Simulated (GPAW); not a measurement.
# Surface energy and work function of Pb(100) from slabs of 4 to 14 layers (RPBE)

How do energy and work function of Pb(100) films settle with thickness, and what surface energy follows?

**Method.** GPAW 26.7.0, plane waves at 450 eV with PAW setups; symmetric 1×1 slabs cut at the tabulated lattice constant (two decimals; low-temperature values for the alkali metals), atoms at bulk places, 7.5 Å of vacuum on each side, one in-plane mesh for all thicknesses, Fermi-Dirac smearing of 0.1 eV. Energies are extrapolated to zero smearing and count from the program's reference atoms. Functional RPBE. The cell's area is 12.251 Å².

The runs, one held back:

| layers | energy (eV) | work function (eV) |
| --- | --- | --- |
| 4 | −13.2705 | 3.66 |
| 5 | −16.5791 | 3.53 |
| 6 | −19.9930 | 3.59 |
| 7 | −23.3417 | 3.60 |
| 8 | −26.7551 | 3.61 |
| 9 | −30.1267 | 3.61 |
| 10 | −33.5172 | 3.60 |
| 11 | −36.8945 | 3.59 |
| 12 | −40.2717 | 3.58 |
| 14 | ? | ? |

To predict: What surface energy do these runs give, and what energy and work function should the 14-layer slab have?

A: A slab of n layers has E(n) = nε + 2Aγ once its middle is bulk-like. A line through n = 6 to 12 has the slope ε = −3.3823 eV a layer and the intercept 2Aγ = 0.3120 eV (r.m.s. residual 10.4 meV). So γ = 0.3120 / (2 × 12.251 Å²) = 0.0127 eV/Å² = 0.20 J/m², with a standard error of about 0.01 J/m² from the scatter about the line. For 14 layers: 0.3120 + 14 × (−3.3823) = −47.040 eV; the run gives −47.034 eV, 6.1 meV over the line. The work function has no such law: from 6 to 12 layers it moves between 3.58 and 3.61 eV (mean 3.60), and the 14-layer slab gives 3.58 eV. The thinnest slab, 4 layers, lies +0.06 eV from that mean.

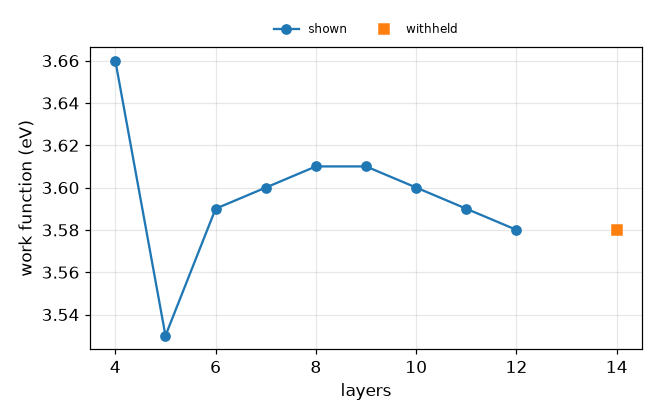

Work function against thickness.

Caveats: The surfaces are unrelaxed, so γ is an upper bound for this functional and lattice constant. The tabulated lattice constant isn't the functional's own, which strains the slab a little. Spin-orbit coupling is left out.
